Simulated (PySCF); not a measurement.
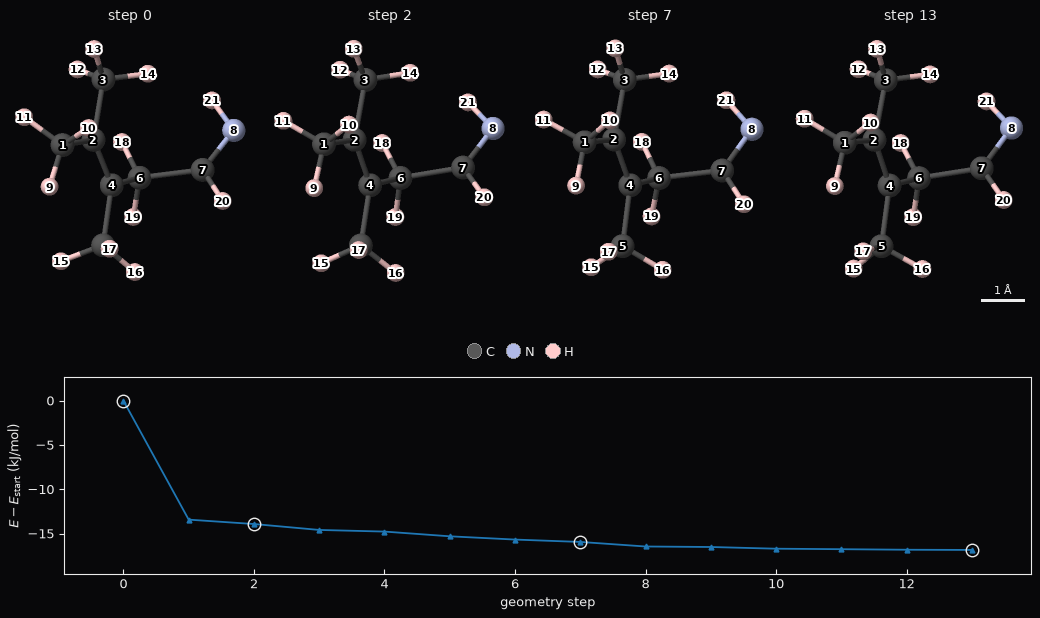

Frames of a relaxation of C$_{7}$H$_{13}$N, marked on the history of the run. The picture is a ball-and-stick view, seen from a free direction.

The start comes from GFN2-xTB. Its atoms were then displaced at random by about 0.01 Å.

All numbers below come from PBE0-D3(BJ)/def2-SVP geometry optimisation, gas phase in PySCF 2.14.0, density-fitted response routines. 

### What happens along the run?

H17 moves most after the best rigid fit: 0.63 Å. Largest moves by element: H 0.63 Å, C 0.10 Å, N 0.09 Å. Some distances before and after: C1–H9 1.058 → 1.096 Å, C3–H12 1.072 → 1.104 Å, C4–C6 1.485 → 1.516 Å, C7–H20 1.076 → 1.105 Å. Bond angles that change, for instance: C7–N8–H21 113.7° → 109.8°, C2–C4–C5 121.9° → 125.4°, H15–C5–H16 109.4° → 106.2°. Groups turn about C4–C5 by about 35°. The energy falls by 16.8 kJ/mol in 13 geometry steps. From step 0 to 2: H17 moves most (0.26 Å), energy −13.9 kJ/mol. From step 2 to 7: H15 moves most (0.36 Å), energy −2.02 kJ/mol. From step 7 to 13: H17 moves most (0.13 Å), energy −0.90 kJ/mol.

```tsv
step	E − E(0), kJ/mol
0	0.00
1	-13.43
2	-13.92
3	-14.59
4	-14.77
5	-15.31
6	-15.68
7	-15.94
8	-16.46
9	-16.51
10	-16.71
11	-16.76
12	-16.82
13	-16.85
```
